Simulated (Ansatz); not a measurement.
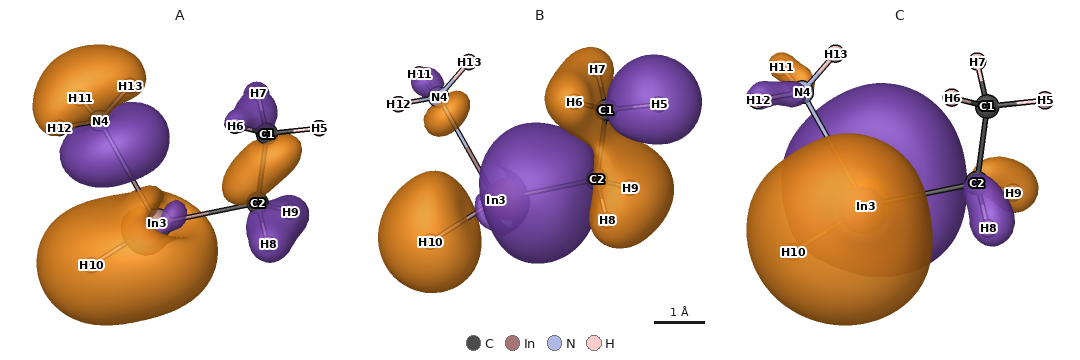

The picture shows: C₂H₉InN (SMILES C[CH2][InH][NH3+]) (charge +1). Three frontier orbitals at ±0.08 Å⁻³ᐟ² (orange and purple are the two phases), in no order.

Geometry: BLYP-D3(BJ)/def2-SVP; core potentials replace the inner electrons of In.

Computed with isolated molecule in a Gaussian basis; Kohn-Sham density functional theory, functional PBE0 (Ansatz).

Input

```
crystal:
  periodic: [false, false, false]
  atoms:
    - symbol: C
      position_ang: [1.986962, 2.563644, 0.534364]
    - symbol: C
      position_ang: [1.717213, 1.372404, -0.395938]
    - symbol: In
      position_ang: [1.182307, -0.485276, 0.626771]
    - symbol: N
      position_ang: [1.245982, 0.176760, 2.953216]
    - symbol: H
      position_ang: [2.248619, 3.453984, -0.074481]
    - symbol: H
      position_ang: [2.841441, 2.385798, 1.217990]
    - symbol: H
      position_ang: [1.099790, 2.842795, 1.137772]
    - symbol: H
      position_ang: [2.597828, 1.102491, -1.013258]
    - symbol: H
      position_ang: [0.874085, 1.554804, -1.092573]
    - symbol: H
      position_ang: [0.741115, -2.131343, 0.867137]
    - symbol: H
      position_ang: [0.336280, 0.043022, 3.425775]
    - symbol: H
      position_ang: [1.927380, -0.374591, 3.501318]
    - symbol: H
      position_ang: [1.500419, 1.169364, 3.081327]
basis:
  gaussian:
    orbitals: def2-TZVPD
total_charge: 1
hamiltonian:
  xc: {name: PBE0}
magnetization:
  spin_polarized: false
output: {forces: true, orbitals: {seedname: orbitals}}
```

Command:

```sh
ansatz run input.yaml --threads 2 --pin off --max-ram 4350MiB --events-out events.jsonl --progress --plain --runs-dir runs
```

Which picture is the HOMO−1, the HOMO and the LUMO?

Answer. A is the HOMO−1 (−13.98 eV). By Hirshfeld shares it lies mainly on N4 (about 35 %), In3 (about 30 %) and H10 (about 20 %). B is the HOMO (−12.21 eV). It lies mainly on C2 (about 30 %), In3 (about 25 %), H10 (about 15 %), C1 (about 10 %) and H5 (about 5 %). C is the LUMO (−6.09 eV). It lies mainly on In3 (about 80 %).

What is the HOMO–LUMO gap?

Answer. 6.12 eV between the orbital energies.
